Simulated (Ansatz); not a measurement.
Consider InP in the zinc blende structure (space group F-43m, No. 216; a = 5.9070 Å).

The change: every lattice vector is stretched by 2.00 %, atoms relaxed at fixed cell.

All numbers come from Kohn–Sham DFT with the r2SCAN functional, run in Ansatz (an electronic-structure program) with PAW and 500 eV plane waves, no spin-orbit coupling.

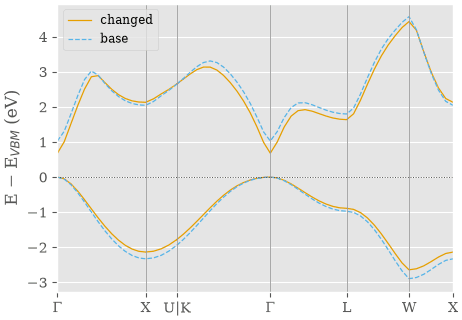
*Highest valence and lowest conduction band along the path, each from its own valence-band maximum*

The gap is 0.68 eV, direct at Γ; the base has 1.03 eV.

The cells carry an imposed strain or load. Whether these cells are dynamically stable was not tested.
